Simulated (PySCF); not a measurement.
```xyz
14
charge 0, multiplicity 1
C    -1.5281   -0.2286    0.5645
C    -0.6153   -0.5816   -0.6029
C     0.6091    0.3251   -0.6917
C     1.5058    0.3555    0.5323
F     1.3521   -0.0573   -1.7802
F     0.2104    1.6009   -0.9899
H    -2.4456   -0.8070    0.4998
H    -1.0528   -0.4492    1.5166
H    -1.7854    0.8274    0.5357
H    -0.2633   -1.6115   -0.5250
H    -1.1606   -0.4779   -1.5436
H     0.9842    0.8317    1.3565
H     1.7882   -0.6569    0.8059
H     2.4006    0.9288    0.2998
```

What structure does this define?

It has 14 atoms: 4 carbon, 8 hydrogen and 2 fluorine (C4H8F2). SMILES: `CCC(C)(F)F`. It has no ring. Among its groups: C–F bond. The point group is C1. Coordination: 4 C tetrahedral.

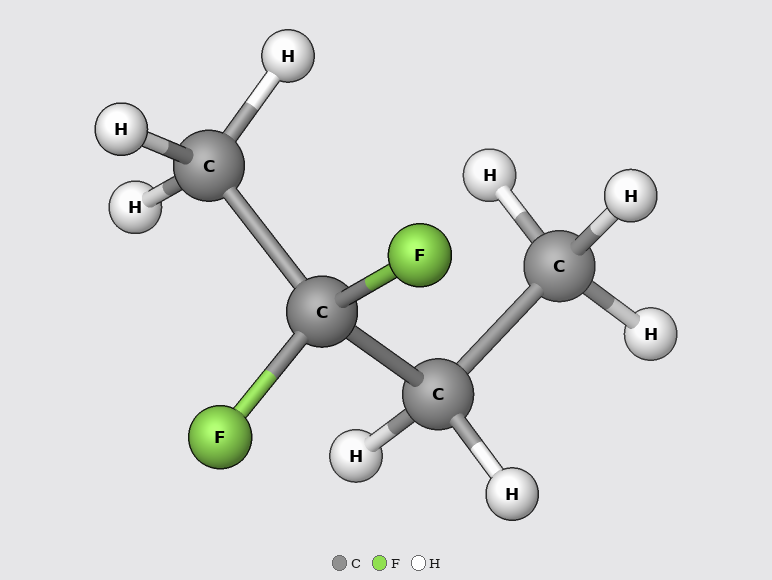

Simulated data, not a measurement (program: PySCF).
